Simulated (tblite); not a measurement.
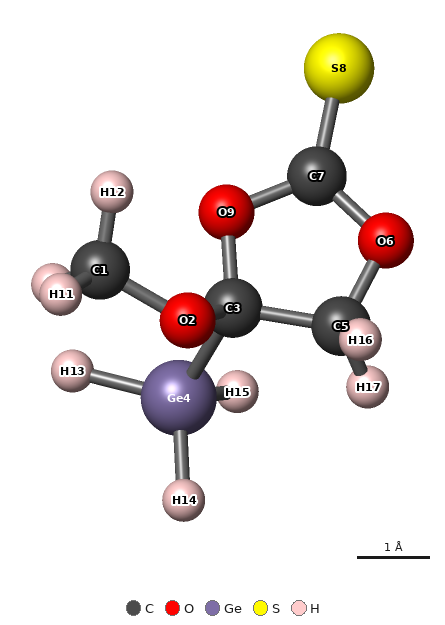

Figure 1. The starting structure (ball-and-stick view, seen at a tilt; atoms are numbered from 1 in the order of the input). Sticks mark near contacts. Bond lengths as drawn: C–C 1.55 Å, C–Ge 1.97 Å, C–H 1.11 to 1.12 Å, C–O 1.37 to 1.44 Å, C–S 1.64 Å and Ge–H 1.54 to 1.57 Å.

C4H8GeO3S: geometry relaxation

System: C4H8GeO3S.
Method: GFN2-xTB geometry optimisation, gas phase (tblite 0.8.0).

Input
```
{"job": {"xc": "GFN2-xTB", "basis": "xTB", "kind": "relax"}, "charge": 0, "multiplicity": 1}
C     -1.992900    -0.921300     0.423000
O     -1.289500    -0.275300    -0.622300
C      0.034900     0.085400    -0.201800
Ge    -0.002200     1.786900     0.786800
C      0.930800     0.221500    -1.456700
O      1.985600    -0.702500    -1.263100
C      1.795800    -1.352700    -0.072200
S      2.800400    -2.501300     0.520500
O      0.664400    -0.929400     0.575700
H     -1.954700    -0.360100     1.386800
H     -3.072300    -0.977700     0.127900
H     -1.641800    -1.962400     0.566300
H     -0.734600     1.606500     2.162200
H     -0.717100     2.860500    -0.051600
H      1.453700     2.236400     1.070400
H      0.379300    -0.049700    -2.378000
H      1.353500     1.247200    -1.583700
```

The first line tells a small driver script what to run in tblite; the rest is the geometry in Å.

Hardware: 1 CPU thread, shared host.

Launch command:
```bash
OMP_NUM_THREADS=1 python <driver script> task.json out
```

What the program printed
```
step      E/eV     max force
  0    -816.39596    1.584
  1    -816.55851    0.802
  2    -816.61773    0.421
  3    -816.63282    0.315
  4    -816.64790    0.240
  5    -816.65224    0.189
  6    -816.65869    0.195
  7    -816.66247    0.169
  8    -816.66628    0.174
  9    -816.66882    0.160
 10    -816.67163    0.150
 11    -816.67478    0.171
 12    -816.67791    0.131
 13    -816.68006    0.101
 14    -816.68149    0.090
 15    -816.68265    0.077
 16    -816.68368    0.080
 17    -816.68456    0.062
 18    -816.68532    0.062
 19    -816.68610    0.083
 20    -816.68697    0.081
 21    -816.68782    0.070
 22    -816.68857    0.079
 23    -816.68932    0.077
 24    -816.69024    0.080
 25    -816.69132    0.089
 26    -816.69231    0.074
 27    -816.69306    0.070
 28    -816.69372    0.079
 29    -816.69456    0.077
 30    -816.69566    0.090
 31    -816.69680    0.076
 32    -816.69796    0.077
 33    -816.69933    0.112
 34    -816.70089    0.129
 35    -816.70265    0.122
 36    -816.70459    0.098
 37    -816.70672    0.103
 38    -816.70893    0.100
 39    -816.70545    0.289
 40    -816.71163    0.103
 41    -816.71293    0.096
 42    -816.71511    0.290
 43    -816.71805    0.101
 44    -816.71955    0.097
 45    -816.72321    0.148
 46    -816.72419    0.089
 47    -816.72529    0.081
 48    -816.72761    0.074
 49    -816.72913    0.122
 50    -816.73063    0.145
 51    -816.73230    0.123
 52    -816.73363    0.074
 53    -816.73445    0.092
 54    -816.73520    0.069
 55    -816.73580    0.060
 56    -816.73655    0.060
 57    -816.73734    0.065
 58    -816.73860    0.109
 59    -816.73986    0.118
 60    -816.74075    0.074
 61    -816.74120    0.038
 62    -816.74120    0.039
 63    -816.74135    0.036
 64    -816.74175    0.036
 65    -816.74188    0.035
 66    -816.74211    0.027
 67    -816.74221    0.028
 68    -816.74232    0.025
 69    -816.74245    0.034
 70    -816.74264    0.040
 71    -816.74286    0.044
 72    -816.74310    0.046
 73    -816.74340    0.047
 74    -816.74378    0.051
 75    -816.74419    0.043
 76    -816.74451    0.041
 77    -816.74475    0.037
 78    -816.74497    0.039
 79    -816.74524    0.043
 80    -816.74553    0.043
 81    -816.74581    0.043
 82    -816.74611    0.041
 83    -816.74645    0.050
 84    -816.74679    0.046
 85    -816.74703    0.031
 86    -816.74715    0.027
 87    -816.74724    0.022
 88    -816.74733    0.024
 89    -816.74742    0.024
 90    -816.74752    0.026
 91    -816.74763    0.026
 92    -816.74776    0.029
 93    -816.74791    0.033
 94    -816.74805    0.023
 95    -816.74816    0.026
 96    -816.74826    0.029
 97    -816.74836    0.030
 98    -816.74848    0.029
 99    -816.74857    0.019
100    -816.74862    0.018
101    -816.74866    0.015
102    -816.74869    0.013
103    -816.74871    0.011
104    -816.74873    0.009
105    -816.74875    0.009
106    -816.74876    0.007
107    -816.74877    0.007
108    -816.74878    0.006
109    -816.74878    0.007
110    -816.74879    0.007
111    -816.74880    0.008
112    -816.74881    0.007
113    -816.74881    0.006
114    -816.74881    0.006
115    -816.74882    0.007
116    -816.74883    0.008
117    -816.74883    0.007
118    -816.74884    0.004
119    -816.74884    0.005
120    -816.74884    0.005
121    -816.74885    0.005
122    -816.74885    0.006
123    -816.74886    0.005
124    -816.74886    0.005
125    -816.74886    0.005
126    -816.74887    0.005
127    -816.74887    0.005
128    -816.74887    0.007
129    -816.74888    0.009
130    -816.74889    0.009
131    -816.74890    0.009
132    -816.74891    0.009
133    -816.74892    0.010
134    -816.74893    0.010
135    -816.74893    0.007
136    -816.74894    0.007
137    -816.74894    0.007
138    -816.74895    0.008
139    -816.74895    0.008
140    -816.74896    0.008
141    -816.74897    0.005
142    -816.74897    0.006
143    -816.74897    0.006
144    -816.74898    0.004
```

Trajectory as extended XYZ (Å, eV, eV/Å), 12 frames, from step=0 to step=144
```
17
Properties=species:S:1:pos:R:3:forces:R:3 step=0 energy=-816.39596
C    -1.9929   -0.9213    0.4230   -1.1240  -0.2870   0.1680
O    -1.2895   -0.2753   -0.6223    0.9260  -0.1810   0.7590
C     0.0349    0.0854   -0.2018   -0.4380  -0.3020  -0.8230
Ge   -0.0022    1.7869    0.7868   -0.1040   0.8850   1.1300
C     0.9308    0.2215   -1.4567   -0.0110   0.0060  -0.2790
O     1.9856   -0.7025   -1.2631   -0.4400  -0.5120   1.4330
C     1.7958   -1.3527   -0.0722   -0.1130   0.0460  -0.2360
S     2.8004   -2.5013    0.5205   -0.7710   0.9100  -0.4610
O     0.6644   -0.9294    0.5757    1.0000   0.0230  -1.0810
H    -1.9547   -0.3601    1.3868    0.2020  -0.3230  -0.5870
H    -3.0723   -0.9777    0.1279    0.8810   0.1520  -0.0050
H    -1.6418   -1.9624    0.5663    0.0070   0.5200   0.0350
H    -0.7346    1.6065    2.1622    0.4280   0.2070  -0.7330
H    -0.7171    2.8605   -0.0516    0.2540  -0.4530   0.2880
H     1.4537    2.2364    1.0704   -0.6120  -0.2060  -0.1180
H     0.3793   -0.0497   -2.3780    0.1060   0.0820   0.3630
H     1.3535    1.2472   -1.5837   -0.1890  -0.5680   0.1460
17
Properties=species:S:1:pos:R:3:forces:R:3 step=13 energy=-816.68006
C    -1.9926   -0.9432    0.4123   -0.0190   0.0090  -0.0360
O    -1.2166   -0.3701   -0.6231    0.0650   0.0450   0.0020
C     0.0279    0.1047   -0.2213    0.0460  -0.0200   0.0550
Ge   -0.0142    1.8088    0.8575   -0.0220  -0.0350  -0.0920
C     0.9142    0.2101   -1.4735   -0.0240   0.0040   0.0300
O     1.9431   -0.7383   -1.2631   -0.0180   0.0290   0.0100
C     1.7748   -1.3336   -0.0830   -0.0160  -0.0140  -0.0660
S     2.7533   -2.4750    0.5015   -0.0260   0.0400  -0.0230
O     0.7147   -0.8602    0.5773    0.0860   0.0180   0.0380
H    -1.9266   -0.3530    1.3315   -0.0350   0.0420  -0.0190
H    -3.0130   -0.9492    0.0394   -0.0630  -0.0460   0.0340
H    -1.6603   -1.9623    0.6226   -0.0050  -0.0180   0.0180
H    -0.7006    1.6827    2.1759    0.0110  -0.0140  -0.0090
H    -0.7076    2.8261    0.0106   -0.0070   0.0390   0.0440
H     1.4047    2.2174    1.0928   -0.0360  -0.0210  -0.0100
H     0.3411   -0.0602   -2.3656    0.0080   0.0010   0.0140
H     1.3508    1.2073   -1.6016    0.0530  -0.0600   0.0110
17
Properties=species:S:1:pos:R:3:forces:R:3 step=26 energy=-816.69231
C    -1.9977   -0.9420    0.4107    0.0030  -0.0100   0.0160
O    -1.1804   -0.4162   -0.6202   -0.0490  -0.0080   0.0390
C     0.0426    0.1082   -0.2152   -0.0310  -0.0090   0.0130
Ge   -0.0353    1.8168    0.8450    0.0090  -0.0110   0.0410
C     0.9185    0.2052   -1.4726   -0.0020   0.0310  -0.0060
O     1.9162   -0.7780   -1.2904   -0.0170  -0.0160  -0.0280
C     1.7816   -1.3362   -0.0912    0.0030  -0.0300  -0.0120
S     2.7582   -2.4894    0.4676   -0.0010  -0.0260   0.0520
O     0.7664   -0.8127    0.6046    0.0100   0.0060  -0.0140
H    -1.9848   -0.3031    1.3010    0.0050   0.0290  -0.0680
H    -3.0054   -0.9831    0.0005    0.0330  -0.0300   0.0100
H    -1.6664   -1.9462    0.6914   -0.0010   0.0350   0.0040
H    -0.6971    1.6559    2.1742    0.0280  -0.0050  -0.0250
H    -0.7387    2.8782    0.0601    0.0040  -0.0470  -0.0010
H     1.3889    2.2053    1.0724   -0.0180   0.0210   0.0020
H     0.3257   -0.0306   -2.3599    0.0110   0.0090  -0.0160
H     1.4007    1.1799   -1.5878    0.0130   0.0610  -0.0080
17
Properties=species:S:1:pos:R:3:forces:R:3 step=39 energy=-816.70545
C    -1.9949   -0.9081    0.4207   -0.0490  -0.0100   0.1400
O    -1.1341   -0.5090   -0.6280    0.0860   0.1190   0.0760
C     0.0519    0.1033   -0.2328    0.0870   0.0590  -0.0220
Ge   -0.0552    1.7913    0.8575   -0.0450  -0.0250  -0.0500
C     0.9371    0.2176   -1.4829    0.0360   0.0460   0.0290
O     1.8284   -0.8841   -1.3755   -0.1570   0.0470   0.0830
C     1.7611   -1.3758   -0.1384   -0.0190   0.0330   0.0250
S     2.7105   -2.5401    0.4452    0.0070  -0.0130  -0.0770
O     0.8316   -0.7579    0.6052   -0.0120  -0.1040  -0.0900
H    -2.1813   -0.0732    1.1216    0.0460  -0.1940  -0.2000
H    -2.9314   -1.1937   -0.0656    0.1630  -0.0060   0.1150
H    -1.5748   -1.7626    0.9755   -0.1160   0.2300  -0.1310
H    -0.6224    1.5220    2.2091    0.0100   0.0450   0.0150
H    -0.8546    2.8267    0.1294   -0.0230  -0.0240   0.0480
H     1.3497    2.2717    1.0284   -0.0390  -0.0400  -0.0350
H     0.3320    0.1436   -2.3936    0.1790  -0.0730   0.1320
H     1.5394    1.1402   -1.4859   -0.1550  -0.0900  -0.0570
17
Properties=species:S:1:pos:R:3:forces:R:3 step=52 energy=-816.73363
C    -1.9848   -0.8523    0.4133    0.0040  -0.0210   0.0090
O    -1.1208   -0.4807   -0.6412   -0.0450  -0.0010   0.0080
C     0.0704    0.0985   -0.2265    0.0010  -0.0470   0.0480
Ge   -0.0763    1.7651    0.8787    0.0000   0.0360   0.0300
C     0.9596    0.2215   -1.4648    0.0380  -0.0220  -0.0100
O     1.8328   -0.8900   -1.3754    0.0320  -0.0120  -0.0220
C     1.7472   -1.4211   -0.1584    0.0300   0.0520   0.0210
S     2.6865   -2.6152    0.3816   -0.0480   0.0040  -0.0330
O     0.8216   -0.8097    0.5917   -0.0130  -0.0160   0.0460
H    -2.3058    0.0281    0.9875    0.0060  -0.0080  -0.0540
H    -2.8425   -1.3245   -0.0569   -0.0470   0.0140  -0.0160
H    -1.4942   -1.5628    1.0813   -0.0090  -0.0160   0.0530
H    -0.5734    1.5106    2.2625    0.0460  -0.0370  -0.0270
H    -0.9665    2.7510    0.1941   -0.0060   0.0030  -0.0090
H     1.3125    2.3045    0.9604   -0.0050   0.0270   0.0130
H     0.3681    0.1511   -2.3778    0.0060  -0.0140  -0.0150
H     1.5585    1.1377   -1.4599    0.0100   0.0590  -0.0430
17
Properties=species:S:1:pos:R:3:forces:R:3 step=65 energy=-816.74188
C    -1.9925   -0.8332    0.4098   -0.0060  -0.0020   0.0120
O    -1.1012   -0.5013   -0.6363    0.0110   0.0010   0.0290
C     0.0846    0.0914   -0.2188    0.0020   0.0160  -0.0150
Ge   -0.0766    1.7596    0.8882    0.0050  -0.0240  -0.0110
C     0.9736    0.2240   -1.4615   -0.0020  -0.0060   0.0050
O     1.8684   -0.8688   -1.3647    0.0010  -0.0070   0.0170
C     1.7583   -1.4262   -0.1614    0.0020  -0.0040   0.0030
S     2.6460   -2.6736    0.3415    0.0080   0.0110   0.0060
O     0.8395   -0.8150    0.5978    0.0010   0.0190  -0.0290
H    -2.3736    0.0763    0.8948    0.0120  -0.0070  -0.0090
H    -2.8126   -1.3737   -0.0576    0.0000   0.0240   0.0000
H    -1.5083   -1.4702    1.1553   -0.0090   0.0200  -0.0240
H    -0.5122    1.4610    2.2810    0.0100  -0.0250   0.0080
H    -1.0219    2.7175    0.2386   -0.0110  -0.0010  -0.0020
H     1.2893    2.3605    0.9336   -0.0060  -0.0020  -0.0040
H     0.3807    0.1282   -2.3727    0.0020  -0.0060   0.0080
H     1.5514    1.1555   -1.4775   -0.0180  -0.0060   0.0050
17
Properties=species:S:1:pos:R:3:forces:R:3 step=78 energy=-816.74497
C    -1.9997   -0.8130    0.4055    0.0020   0.0050  -0.0090
O    -1.0999   -0.5086   -0.6403   -0.0160   0.0060  -0.0350
C     0.0833    0.0903   -0.2280    0.0050  -0.0220  -0.0070
Ge   -0.0795    1.7427    0.8896   -0.0070   0.0190   0.0170
C     0.9727    0.2163   -1.4688    0.0160  -0.0200  -0.0130
O     1.8785   -0.8660   -1.3573    0.0280  -0.0090  -0.0070
C     1.7712   -1.4125   -0.1489   -0.0120  -0.0170  -0.0120
S     2.6743   -2.6412    0.3729    0.0120   0.0100  -0.0010
O     0.8390   -0.8088    0.5974    0.0170   0.0020   0.0100
H    -2.3461    0.1077    0.8936   -0.0170   0.0110   0.0050
H    -2.8395   -1.3215   -0.0615   -0.0070   0.0040  -0.0050
H    -1.5346   -1.4666    1.1465   -0.0010  -0.0140   0.0150
H    -0.4740    1.3852    2.2810    0.0030   0.0290   0.0080
H    -1.0539    2.6912    0.2668   -0.0010   0.0000   0.0350
H     1.2788    2.3608    0.9183   -0.0080   0.0050  -0.0050
H     0.3813    0.1035   -2.3787   -0.0020  -0.0140  -0.0100
H     1.5412    1.1526   -1.4981   -0.0130   0.0050   0.0140
17
Properties=species:S:1:pos:R:3:forces:R:3 step=91 energy=-816.74763
C    -2.0142   -0.7926    0.3945    0.0050   0.0000  -0.0070
O    -1.1055   -0.5132   -0.6505    0.0070   0.0140   0.0050
C     0.0814    0.0769   -0.2379    0.0030   0.0140  -0.0070
Ge   -0.0815    1.7263    0.8983    0.0090  -0.0120  -0.0050
C     0.9751    0.1986   -1.4782   -0.0040   0.0130  -0.0050
O     1.9019   -0.8633   -1.3499   -0.0020   0.0080   0.0100
C     1.7892   -1.4068   -0.1411    0.0070  -0.0070   0.0090
S     2.7204   -2.6059    0.3991    0.0080  -0.0150   0.0090
O     0.8350   -0.8218    0.5915   -0.0050  -0.0010  -0.0090
H    -2.3313    0.1376    0.8874   -0.0060  -0.0160  -0.0100
H    -2.8706   -1.2698   -0.0760    0.0050  -0.0060   0.0140
H    -1.5684   -1.4631    1.1340   -0.0240   0.0000  -0.0100
H    -0.4245    1.3562    2.2999    0.0100  -0.0010   0.0110
H    -1.0934    2.6731    0.3368   -0.0040  -0.0020  -0.0090
H     1.2631    2.3732    0.8917    0.0120   0.0050  -0.0120
H     0.3924    0.0609   -2.3905   -0.0220  -0.0060   0.0040
H     1.5239    1.1457   -1.5192    0.0010   0.0130   0.0120
17
Properties=species:S:1:pos:R:3:forces:R:3 step=104 energy=-816.74873
C    -2.0262   -0.7880    0.3840    0.0030   0.0000  -0.0010
O    -1.1090   -0.5075   -0.6530    0.0020   0.0000  -0.0050
C     0.0803    0.0721   -0.2335    0.0020   0.0010  -0.0020
Ge   -0.0709    1.7206    0.9034   -0.0020   0.0060   0.0010
C     0.9736    0.1975   -1.4736    0.0050  -0.0030  -0.0010
O     1.9164   -0.8494   -1.3376    0.0010  -0.0050  -0.0010
C     1.7968   -1.4042   -0.1342    0.0010   0.0080   0.0050
S     2.7377   -2.5945    0.4100   -0.0050   0.0010  -0.0060
O     0.8280   -0.8357    0.5916   -0.0060  -0.0020   0.0000
H    -2.3426    0.1407    0.8792   -0.0010   0.0000   0.0060
H    -2.8818   -1.2590   -0.0938    0.0000  -0.0020   0.0010
H    -1.5909   -1.4655    1.1223   -0.0040  -0.0050   0.0060
H    -0.3751    1.3530    2.3151    0.0030  -0.0010  -0.0020
H    -1.1048    2.6533    0.3576    0.0000   0.0010   0.0010
H     1.2665    2.3833    0.8573   -0.0010  -0.0020  -0.0030
H     0.3871    0.0429   -2.3815    0.0080   0.0010  -0.0020
H     1.5080    1.1524   -1.5233   -0.0040   0.0020   0.0030
17
Properties=species:S:1:pos:R:3:forces:R:3 step=117 energy=-816.74883
C    -2.0274   -0.7894    0.3837    0.0030  -0.0010   0.0000
O    -1.1103   -0.5082   -0.6536   -0.0030   0.0030   0.0010
C     0.0789    0.0721   -0.2344   -0.0030  -0.0010   0.0000
Ge   -0.0709    1.7216    0.9020    0.0010  -0.0040  -0.0010
C     0.9747    0.1981   -1.4731   -0.0010   0.0000   0.0020
O     1.9193   -0.8466   -1.3345   -0.0020  -0.0010   0.0000
C     1.7964   -1.4026   -0.1321   -0.0010  -0.0010   0.0000
S     2.7348   -2.5955    0.4107   -0.0020   0.0000   0.0020
O     0.8255   -0.8355    0.5918    0.0000   0.0020   0.0000
H    -2.3426    0.1384    0.8818    0.0050  -0.0040  -0.0030
H    -2.8842   -1.2584   -0.0944    0.0060   0.0030   0.0010
H    -1.5934   -1.4695    1.1208   -0.0010   0.0010  -0.0020
H    -0.3662    1.3523    2.3149   -0.0010   0.0010   0.0000
H    -1.1070    2.6551    0.3618   -0.0010   0.0000   0.0010
H     1.2664    2.3837    0.8487    0.0010   0.0020  -0.0010
H     0.3922    0.0421   -2.3834    0.0010   0.0020   0.0030
H     1.5068    1.1544   -1.5207   -0.0020  -0.0010  -0.0010
17
Properties=species:S:1:pos:R:3:forces:R:3 step=130 energy=-816.74889
C    -2.0249   -0.7916    0.3827    0.0000  -0.0010  -0.0020
O    -1.1107   -0.5064   -0.6555   -0.0010   0.0060  -0.0060
C     0.0779    0.0741   -0.2354    0.0030   0.0000   0.0010
Ge   -0.0714    1.7234    0.9013    0.0000   0.0030  -0.0010
C     0.9753    0.1986   -1.4727   -0.0010   0.0000   0.0010
O     1.9177   -0.8480   -1.3329   -0.0020  -0.0010   0.0000
C     1.7927   -1.4030   -0.1303    0.0030   0.0000   0.0010
S     2.7277   -2.5974    0.4148    0.0020  -0.0030   0.0000
O     0.8227   -0.8331    0.5926    0.0030   0.0000   0.0010
H    -2.3360    0.1340    0.8868   -0.0030   0.0030   0.0020
H    -2.8836   -1.2563   -0.0955   -0.0060  -0.0010  -0.0010
H    -1.5900   -1.4763    1.1145    0.0010  -0.0060   0.0050
H    -0.3607    1.3538    2.3158    0.0030   0.0010  -0.0040
H    -1.1118    2.6553    0.3659    0.0030  -0.0020   0.0010
H     1.2656    2.3869    0.8411   -0.0070   0.0010   0.0020
H     0.3936    0.0438   -2.3836    0.0010   0.0020   0.0000
H     1.5089    1.1541   -1.5194    0.0010  -0.0010  -0.0020
17
Properties=species:S:1:pos:R:3:forces:R:3 step=144 energy=-816.74898
C    -2.0229   -0.7945    0.3811   -0.0010   0.0000   0.0010
O    -1.1116   -0.4992   -0.6572    0.0000   0.0000   0.0040
C     0.0787    0.0777   -0.2356    0.0000  -0.0010   0.0010
Ge   -0.0714    1.7280    0.8998    0.0000  -0.0020  -0.0010
C     0.9774    0.1979   -1.4723    0.0010   0.0000   0.0000
O     1.9147   -0.8533   -1.3315    0.0010   0.0000   0.0000
C     1.7885   -1.4051   -0.1275   -0.0010   0.0000   0.0000
S     2.7197   -2.6011    0.4208   -0.0010   0.0000  -0.0020
O     0.8200   -0.8305    0.5940    0.0000   0.0010   0.0010
H    -2.3282    0.1253    0.8996    0.0020  -0.0020  -0.0020
H    -2.8858   -1.2488   -0.1001    0.0000   0.0010   0.0010
H    -1.5881   -1.4914    1.1018   -0.0010   0.0020  -0.0020
H    -0.3465    1.3559    2.3161   -0.0010   0.0010   0.0010
H    -1.1220    2.6523    0.3725   -0.0020  -0.0010  -0.0010
H     1.2590    2.4027    0.8314    0.0010   0.0000  -0.0010
H     0.3956    0.0456   -2.3835    0.0000   0.0000   0.0000
H     1.5159    1.1506   -1.5194    0.0000   0.0010   0.0010
```

Key numbers

```tsv
quantity	value
outcome	converged
total energy	−816.7490 eV
wall time	1.2 s
peak memory	0.18 GiB
```
